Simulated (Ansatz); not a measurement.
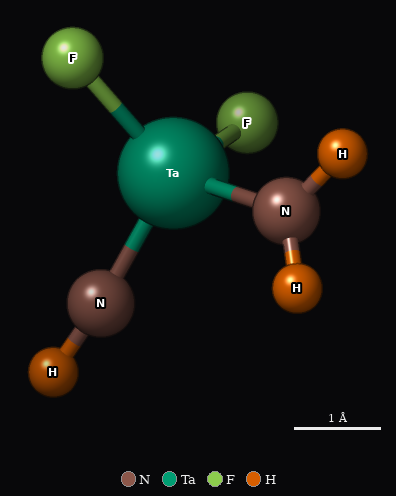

The starting structure (ball-and-stick view, seen at a tilt). Sticks mark near contacts. Bond lengths as drawn: F–Ta 1.89 Å, H–N 1.01 Å and N–Ta 1.76 to 1.96 Å.

**TaN$_{2}$H$_{3}$F$_{2}$: molecular dynamics (part 1 of 2)**

System: TaN$_{2}$H$_{3}$F$_{2}$, SMILES [NH]=[Ta]([NH2])([F])[F].
Method: RKS PBE-d3bjatm/def2-SVP (Ansatz 0.2.0).

The geometry comes from this level: PBE0-D4/def2-TZVP. Figures and captions count atoms from 1; the log counts them from 0 in places.

What the program printed
```
Functional definition: PBE
  name "PBE"
  cite "Perdew, Burke & Ernzerhof, Phys. Rev. Lett. 77, 3865 (1996) doi:10.1103/PhysRevLett.77.3865"
  parent pbe
  parameter kappa = 0.804
  parameter beta = 0.06672455060314922
  exchange = pbe_x(kappa = kappa, mu = beta*pi^2/3)
  correlation = pbe_c(beta = beta)
1118 factors; their error is unknown
mean field evaluation 1: about -9983.9823 eV, gradient 1.1e2 eV
mean field evaluation 2: about -9792.9866 eV, gradient 2.7e2 eV
mean field evaluation 4: about -10003.2419 eV, gradient 3.7e1 eV
mean field evaluation 8: about -10005.9914 eV, gradient 1.2e0 eV
mean field evaluation 16: about -10005.9349 eV, gradient 1.4e-3 eV
mean field -10005.93492741 eV, -367.7113263159 hartree, gradient 7.4e-5 eV, S^2 0.000000; 0 other end points of the search recorded, 0 dependent functions left out
the calculation of the forces begins
reference -10005.93498939 eV, -367.7113285938 hartree; 24, 24 occupied and 79, 79 virtual orbitals, 1118 factors
md step     0: t =     0.00 fs  T =   500.0 K  F+E_penalty+E_count = -10006.07684743 eV  E_kin = 0.387780 eV  conserved = -10005.68906743 eV  (29 SCF iters)
these checks for a lower state are left out or cut short: starts, cluster_reference, orbital_swaps, neighbouring_geometries, increment
1118 factors; their error is unknown
mean field -10005.91559767 eV, -367.7106159613 hartree, gradient 8.5e-6 eV, S^2 0.000000; 0 other end points of the search recorded, 0 dependent functions left out
the calculation of the forces begins
reference -10005.91565960 eV, -367.7106182371 hartree; 24, 24 occupied and 79, 79 virtual orbitals, 1118 factors
md step     1: t =     1.00 fs  T =   476.6 K  F+E_penalty+E_count = -10006.05760916 eV  E_kin = 0.369643 eV  conserved = -10005.68796589 eV  (32 SCF iters, 3 dispersion substeps)
[... from here on the SCF iterations and repeated set-up lines of each step are left out, up to the last step ...]
md step     2: t =     2.00 fs  T =   405.3 K  F+E_penalty+E_count = -10005.99937239 eV  E_kin = 0.314307 eV  conserved = -10005.68506526 eV  (31 SCF iters, 3 dispersion substeps)
md step     3: t =     3.00 fs  T =   338.3 K  F+E_penalty+E_count = -10005.94563244 eV  E_kin = 0.262367 eV  conserved = -10005.68326581 eV  (31 SCF iters, 3 dispersion substeps)
md step     4: t =     4.00 fs  T =   311.4 K  F+E_penalty+E_count = -10005.92508285 eV  E_kin = 0.241486 eV  conserved = -10005.68359723 eV  (30 SCF iters, 3 dispersion substeps)
md step     5: t =     5.00 fs  T =   316.6 K  F+E_penalty+E_count = -10005.93191375 eV  E_kin = 0.245545 eV  conserved = -10005.68636858 eV  (31 SCF iters, 3 dispersion substeps)
md step     6: t =     6.00 fs  T =   306.1 K  F+E_penalty+E_count = -10005.92570992 eV  E_kin = 0.237387 eV  conserved = -10005.68832342 eV  (30 SCF iters, 3 dispersion substeps)
md step     7: t =     7.00 fs  T =   256.5 K  F+E_penalty+E_count = -10005.88368021 eV  E_kin = 0.198931 eV  conserved = -10005.68474905 eV  (30 SCF iters, 3 dispersion substeps)
md step     8: t =     8.00 fs  T =   226.2 K  F+E_penalty+E_count = -10005.85720725 eV  E_kin = 0.175407 eV  conserved = -10005.68180051 eV  (31 SCF iters, 3 dispersion substeps)
md step     9: t =     9.00 fs  T =   256.9 K  F+E_penalty+E_count = -10005.88491727 eV  E_kin = 0.199252 eV  conserved = -10005.68566546 eV  (31 SCF iters, 3 dispersion substeps)
md step    10: t =    10.00 fs  T =   294.1 K  F+E_penalty+E_count = -10005.91601873 eV  E_kin = 0.228075 eV  conserved = -10005.68794364 eV  (31 SCF iters, 3 dispersion substeps)
md step    11: t =    11.00 fs  T =   291.2 K  F+E_penalty+E_count = -10005.91245165 eV  E_kin = 0.225844 eV  conserved = -10005.68660813 eV  (31 SCF iters, 3 dispersion substeps)
md step    12: t =    12.00 fs  T =   264.6 K  F+E_penalty+E_count = -10005.88970075 eV  E_kin = 0.205208 eV  conserved = -10005.68449261 eV  (32 SCF iters, 3 dispersion substeps)
md step    13: t =    13.00 fs  T =   252.5 K  F+E_penalty+E_count = -10005.87925511 eV  E_kin = 0.195854 eV  conserved = -10005.68340099 eV  (32 SCF iters, 3 dispersion substeps)
md step    14: t =    14.00 fs  T =   273.1 K  F+E_penalty+E_count = -10005.89658947 eV  E_kin = 0.211777 eV  conserved = -10005.68481243 eV  (33 SCF iters, 3 dispersion substeps)
md step    15: t =    15.00 fs  T =   298.4 K  F+E_penalty+E_count = -10005.91947197 eV  E_kin = 0.231450 eV  conserved = -10005.68802233 eV  (33 SCF iters, 3 dispersion substeps)
md step    16: t =    16.00 fs  T =   277.3 K  F+E_penalty+E_count = -10005.90338077 eV  E_kin = 0.215027 eV  conserved = -10005.68835332 eV  (32 SCF iters, 3 dispersion substeps)
md step    17: t =    17.00 fs  T =   213.9 K  F+E_penalty+E_count = -10005.84958969 eV  E_kin = 0.165895 eV  conserved = -10005.68369446 eV  (32 SCF iters, 3 dispersion substeps)
md step    18: t =    18.00 fs  T =   181.3 K  F+E_penalty+E_count = -10005.82330769 eV  E_kin = 0.140637 eV  conserved = -10005.68267072 eV  (32 SCF iters, 3 dispersion substeps)
md step    19: t =    19.00 fs  T =   197.5 K  F+E_penalty+E_count = -10005.83971318 eV  E_kin = 0.153178 eV  conserved = -10005.68653563 eV  (31 SCF iters, 3 dispersion substeps)
md step    20: t =    20.00 fs  T =   202.8 K  F+E_penalty+E_count = -10005.84504289 eV  E_kin = 0.157273 eV  conserved = -10005.68777032 eV  (31 SCF iters, 3 dispersion substeps)
md step    21: t =    21.00 fs  T =   168.3 K  F+E_penalty+E_count = -10005.81634462 eV  E_kin = 0.130514 eV  conserved = -10005.68583093 eV  (31 SCF iters, 3 dispersion substeps)
md step    22: t =    22.00 fs  T =   125.4 K  F+E_penalty+E_count = -10005.78043518 eV  E_kin = 0.097253 eV  conserved = -10005.68318213 eV  (33 SCF iters, 3 dispersion substeps)
md step    23: t =    23.00 fs  T =   121.8 K  F+E_penalty+E_count = -10005.77691249 eV  E_kin = 0.094500 eV  conserved = -10005.68241219 eV  (31 SCF iters, 3 dispersion substeps)
md step    24: t =    24.00 fs  T =   170.1 K  F+E_penalty+E_count = -10005.81668174 eV  E_kin = 0.131909 eV  conserved = -10005.68477298 eV  (32 SCF iters, 3 dispersion substeps)
md step    25: t =    25.00 fs  T =   227.5 K  F+E_penalty+E_count = -10005.86440908 eV  E_kin = 0.176461 eV  conserved = -10005.68794818 eV  (31 SCF iters, 3 dispersion substeps)
md step    26: t =    26.00 fs  T =   245.2 K  F+E_penalty+E_count = -10005.87683902 eV  E_kin = 0.190150 eV  conserved = -10005.68668903 eV  (31 SCF iters, 3 dispersion substeps)
md step    27: t =    27.00 fs  T =   247.0 K  F+E_penalty+E_count = -10005.87406991 eV  E_kin = 0.191546 eV  conserved = -10005.68252354 eV  (31 SCF iters, 3 dispersion substeps)
md step    28: t =    28.00 fs  T =   293.1 K  F+E_penalty+E_count = -10005.91125281 eV  E_kin = 0.227336 eV  conserved = -10005.68391711 eV  (31 SCF iters, 3 dispersion substeps)
md step    29: t =    29.00 fs  T =   365.5 K  F+E_penalty+E_count = -10005.97117550 eV  E_kin = 0.283456 eV  conserved = -10005.68771942 eV  (31 SCF iters, 3 dispersion substeps)
these checks for a lower state are left out or cut short: starts, cluster_reference, orbital_swaps, neighbouring_geometries, increment
1118 factors; their error is unknown
mean field -10005.85925024 eV, -367.7085452313 hartree, gradient 9.5e-6 eV, S^2 0.000000; 0 other end points of the search recorded, 0 dependent functions left out
the calculation of the forces begins
reference -10005.85931227 eV, -367.7085475108 hartree; 24, 24 occupied and 79, 79 virtual orbitals, 1118 factors
1118 factors; their error is unknown
mean field evaluation 256: about -9983.1613 eV, gradient 1.1e2 eV
mean field -10005.85925024 eV, -367.7085452313 hartree, gradient 1.3e-5 eV, S^2 0.000000; 1 other end points of the search recorded, 0 dependent functions left out
the calculation of the forces begins
reference -10005.85931227 eV, -367.7085475108 hartree; 24, 24 occupied and 79, 79 virtual orbitals, 1118 factors
md step    30: t =    30.00 fs  T =   401.6 K  F+E_penalty+E_count = -10005.99964723 eV  E_kin = 0.311479 eV  conserved = -10005.68816820 eV  (31 SCF iters, 3 dispersion substeps)
```

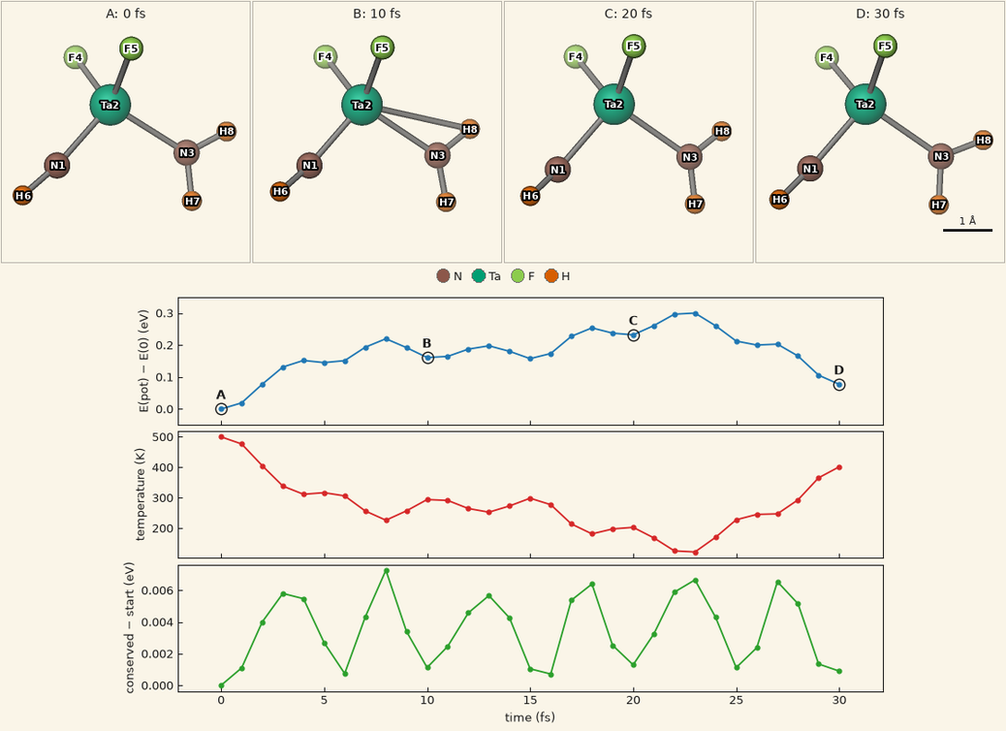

Frames of the molecular dynamics (ball-and-stick, seen at a tilt) above the curves, on which the letters mark them. The trajectory kept here has 31 frames over 30 fs. The temperature starts at 500 K, ranges from 122 to 500 K and averages 234 K over the second half. The potential energy ends 0.077 eV above its first value. The conserved quantity stays within 0.0073 eV. After an unweighted best fit of the last frame on the first, the root-mean-square displacement is 0.10 Å.

```
Total energy: -10005.99970926 eV, -367.7137070052 hartree
Atom 0 at    -0.121255     1.641420     0.477461 Å, force     0.189021    -1.115157    -1.053875 eV/Å
Atom 1 at    -0.333127     0.150805    -0.542549 Å, force     0.023473     1.389783     0.779480 eV/Å
Atom 2 at     0.606503    -1.173707     0.608820 Å, force    -0.484527    -0.951575    -0.828589 eV/Å
Atom 3 at    -2.218315    -0.159100    -0.658506 Å, force     0.291437    -0.130403    -0.000499 eV/Å
Atom 4 at     0.415065     0.267679    -2.318798 Å, force    -0.128865    -0.034465     0.575245 eV/Å
Atom 5 at     0.127867     2.570175     0.842265 Å, force    -0.188376    -0.240920    -0.084998 eV/Å
Atom 6 at     0.973949    -0.917232     1.512952 Å, force     0.306442     0.092634     0.608237 eV/Å
Atom 7 at     0.632251    -2.218940     0.494514 Å, force    -0.008606     0.990103     0.004999 eV/Å
Dipole moment:     0.323111    -0.285781     0.369919 e Å
```

Trajectory as extended XYZ (Å, eV, eV/Å), 31 frames, from step=0 to step=30
```
8
Properties=species:S:1:pos:R:3:forces:R:3 step=0 time_fs=0.0 energy=-10006.07685 temperature=500.0
N    -0.0600    1.6462    0.3721    0.1283   0.2050   0.2726
Ta   -0.3388    0.1618   -0.5319   -0.1010  -0.5926  -0.3435
N     0.5669   -1.2100    0.5445   -0.1720   0.3967  -0.1635
F    -2.1841   -0.2214   -0.6746   -0.5871  -0.0900   0.0130
F     0.4214    0.2549   -2.2598    0.2843   0.0692  -0.5176
H     0.0312    2.5542    0.7947    0.0563   0.6386   0.2844
H     1.0632   -1.0539    1.4072    0.3710   0.0563   0.6267
H     0.5923   -2.1889    0.2919    0.0201  -0.6832  -0.1722
8
Properties=species:S:1:pos:R:3:forces:R:3 step=1 time_fs=1.0 energy=-10006.05761 temperature=476.6
N    -0.0665    1.6327    0.3720    0.2580   0.9388   0.6371
Ta   -0.3380    0.1623   -0.5319   -0.3058  -1.1930  -0.6660
N     0.5708   -1.2020    0.5474   -0.2153  -1.0953  -0.6016
F    -2.1869   -0.2192   -0.6747   -0.5292  -0.0751   0.0247
F     0.4198    0.2548   -2.2608    0.3097   0.0840  -0.5434
H     0.0499    2.5500    0.7740    0.0429   0.5205   0.2475
H     1.0561   -1.0645    1.4187    0.3932   0.0188   0.6580
H     0.5643   -2.2171    0.2839    0.0465   0.8013   0.2437
8
Properties=species:S:1:pos:R:3:forces:R:3 step=2 time_fs=2.0 energy=-10005.99937 temperature=405.3
N    -0.0729    1.6198    0.3723    0.4291   1.9075   1.0937
Ta   -0.3373    0.1626   -0.5320   -0.5084  -1.7867  -0.9904
N     0.5745   -1.1948    0.5500   -0.1317  -1.9921  -0.5553
F    -2.1900   -0.2171   -0.6747   -0.4625  -0.0593   0.0365
F     0.4183    0.2548   -2.2621    0.3303   0.0988  -0.5592
H     0.0691    2.5509    0.7556   -0.0155   0.1591   0.1167
H     1.0527   -1.0750    1.4364    0.2231  -0.0535   0.3471
H     0.5367   -2.2377    0.2781    0.1357   1.7262   0.5109
8
Properties=species:S:1:pos:R:3:forces:R:3 step=3 time_fs=3.0 energy=-10005.94563 temperature=338.3
N    -0.0789    1.6082    0.3733    0.6110   2.8509   1.5136
Ta   -0.3366    0.1629   -0.5321   -0.6957  -2.3205  -1.2838
N     0.5782   -1.1890    0.5522    0.0293  -2.2780  -0.1697
F    -2.1933   -0.2149   -0.6747   -0.3852  -0.0432   0.0481
F     0.4170    0.2549   -2.2636    0.3446   0.1121  -0.5622
H     0.0881    2.5532    0.7384   -0.0981  -0.2354  -0.0094
H     1.0514   -1.0860    1.4575   -0.0360  -0.1083  -0.1426
H     0.5104   -2.2417    0.2773    0.2300   2.0223   0.6059
8
Properties=species:S:1:pos:R:3:forces:R:3 step=4 time_fs=4.0 energy=-10005.92508 temperature=311.4
N    -0.0845    1.5986    0.3754    0.7581   3.5290   1.7942
Ta   -0.3359    0.1631   -0.5323   -0.8546  -2.7418  -1.5117
N     0.5818   -1.1848    0.5542    0.1810  -2.0255   0.3103
F    -2.1969   -0.2129   -0.6747   -0.2964  -0.0279   0.0594
F     0.4158    0.2550   -2.2654    0.3515   0.1226  -0.5500
H     0.1062    2.5533    0.7211   -0.1680  -0.4748  -0.0611
H     1.0498   -1.0981    1.4772   -0.2560  -0.1123  -0.5793
H     0.4863   -2.2264    0.2822    0.2844   1.7308   0.5383
8
Properties=species:S:1:pos:R:3:forces:R:3 step=5 time_fs=5.0 energy=-10005.93191 temperature=316.6
N    -0.0896    1.5914    0.3787    0.8317   3.8033   1.8872
Ta   -0.3352    0.1631   -0.5325   -0.9763  -3.0118  -1.6486
N     0.5856   -1.1819    0.5565    0.2851  -1.2271   0.7223
F    -2.2006   -0.2108   -0.6747   -0.1965  -0.0140   0.0705
F     0.4149    0.2552   -2.2676    0.3503   0.1295  -0.5215
H     0.1227    2.5489    0.7031   -0.1923  -0.4620  -0.0168
H     1.0458   -1.1112    1.4913   -0.3562  -0.0617  -0.7990
H     0.4649   -2.1945    0.2923    0.2542   0.8438   0.3058
8
Properties=species:S:1:pos:R:3:forces:R:3 step=6 time_fs=6.0 energy=-10005.92571 temperature=306.1
N    -0.0941    1.5869    0.3833    0.8127   3.6477   1.7945
Ta   -0.3347    0.1630   -0.5329   -1.0580  -3.1141  -1.6836
N     0.5896   -1.1799    0.5593    0.3527   0.0660   0.9776
F    -2.2044   -0.2087   -0.6746   -0.0879  -0.0019   0.0811
F     0.4141    0.2555   -2.2699    0.3412   0.1326  -0.4774
H     0.1373    2.5401    0.6851   -0.1533  -0.1907   0.1084
H     1.0383   -1.1249    1.4979   -0.3081   0.0278  -0.7271
H     0.4460   -2.1545    0.3054    0.1008  -0.5673  -0.0735
8
Properties=species:S:1:pos:R:3:forces:R:3 step=7 time_fs=7.0 energy=-10005.88368 temperature=256.5
N    -0.0981    1.5848    0.3892    0.7098   3.1546   1.5613
Ta   -0.3341    0.1627   -0.5333   -1.1027  -3.0559  -1.6210
N     0.5939   -1.1778    0.5627    0.3582   1.3754   0.9458
F    -2.2082   -0.2066   -0.6745    0.0251   0.0079   0.0906
F     0.4135    0.2558   -2.2726    0.3252   0.1316  -0.4207
H     0.1505    2.5294    0.6680   -0.0577   0.2517   0.2712
H     1.0279   -1.1383    1.4974   -0.1218   0.1293  -0.3618
H     0.4280   -2.1200    0.3177   -0.1360  -1.9946  -0.4654
8
Properties=species:S:1:pos:R:3:forces:R:3 step=8 time_fs=8.0 energy=-10005.85721 temperature=226.2
N    -0.1015    1.5849    0.3961    0.5700   2.5389   1.2669
Ta   -0.3337    0.1622   -0.5338   -1.1165  -2.8624  -1.4763
N     0.5984   -1.1748    0.5668    0.1674   1.7558   0.4626
F    -2.2120   -0.2046   -0.6744    0.1367   0.0150   0.0984
F     0.4130    0.2562   -2.2754    0.3041   0.1266  -0.3559
H     0.1631    2.5211    0.6536    0.0517   0.6758   0.4077
H     1.0163   -1.1505    1.4935    0.1469   0.2093   0.2029
H     0.4087   -2.1045    0.3256   -0.2603  -2.4590  -0.6064
8
Properties=species:S:1:pos:R:3:forces:R:3 step=9 time_fs=9.0 energy=-10005.88492 temperature=256.9
N    -0.1046    1.5868    0.4039    0.4681   2.0639   0.9929
Ta   -0.3332    0.1616   -0.5344   -1.1064  -2.5659  -1.2707
N     0.6030   -1.1706    0.5712   -0.2701   0.8472  -0.3422
F    -2.2158   -0.2025   -0.6741    0.2426   0.0195   0.1040
F     0.4128    0.2567   -2.2784    0.2795   0.1178  -0.2866
H     0.1762    2.5193    0.6431    0.1054   0.8519   0.4584
H     1.0061   -1.1607    1.4915    0.3824   0.2417   0.7304
H     0.3870   -2.1126    0.3276   -0.1015  -1.5761  -0.3862
```
